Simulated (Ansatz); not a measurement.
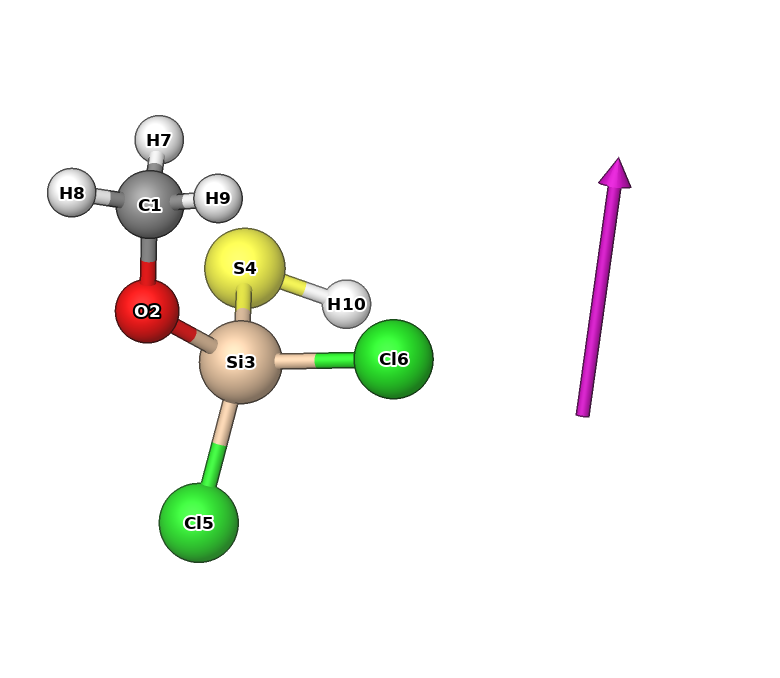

The arrow beside the molecule shows the direction of the dipole moment, from the negative to the positive end (its length means nothing). Computed geometry: PBE0-D4/def2-TZVP optimisation. No frequency run is at hand to confirm it as a minimum. Method: RKS B3LYP-D4/def2-TZVPP (Ansatz 0.2.0).

Question: How large is the dipole moment?

Answer: 1.72 D; it points from the side of Cl5 to the side of H7 (the outermost atoms at the two ends).
